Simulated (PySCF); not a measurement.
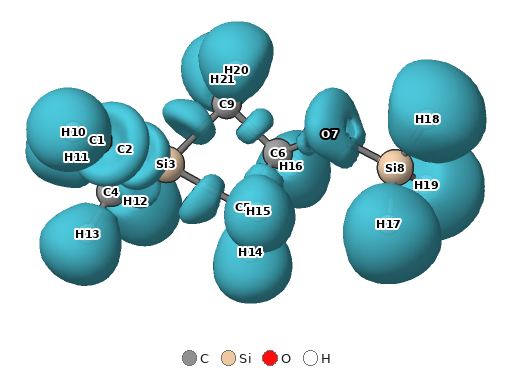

Figure 1: C6H12OSi2. Isosurface of the ELF at 0.8 (cyan), seen from one side. Core shells and regions of very low density are left out.

Geometry: GFN2-xTB.

Method: PySCF, PBE0/pcSseg-1, SCF density, gas phase, non-relativistic.

```
atom    x (Å)    y (Å)    z (Å)
   C  -3.2521   2.0105   0.7146
   C  -2.5058   1.1437   0.3434
  Si  -1.3604  -0.1978  -0.2228
   C  -2.3342  -1.7440  -0.7400
   C   0.1997  -0.4455   0.8579
   C   1.1061  -0.1817  -0.3623
   O   2.1339   0.7312  -0.1329
  Si   3.4384   0.6364   0.8108
   C   0.0695   0.3607  -1.3654
   H  -3.9045   2.7704   1.0383
   H  -3.0059  -1.5170  -1.5619
   H  -1.6718  -2.5432  -1.0592
   H  -2.9369  -2.1149   0.0828
   H   0.3860  -1.3982   1.3470
   H   0.3365   0.3419   1.5955
   H   1.5398  -1.1235  -0.7228
   H   3.0953   0.4769   2.2288
   H   4.0393   1.9274   0.5150
   H   4.2873  -0.5020   0.4395
   H   0.1663   1.4413  -1.4419
   H   0.1645  -0.0555  -2.3647
```

> Describe the localisation domains.

The ELF exceeds this value in three regions between bonded C–C atoms (shared pairs), four regions between bonded C–Si atoms (shared pairs), twelve regions around hydrogen nuclei and one region on O in which the atom's valence shell and bonds are merged. Profiles from the grid: C–C (1.20 Å): the ELF peaks at about 0.85 between the atoms; a short, multiple covalent bond. C–O (1.39 Å): the ELF peaks at about 0.90 between the atoms (a polar covalent bond).
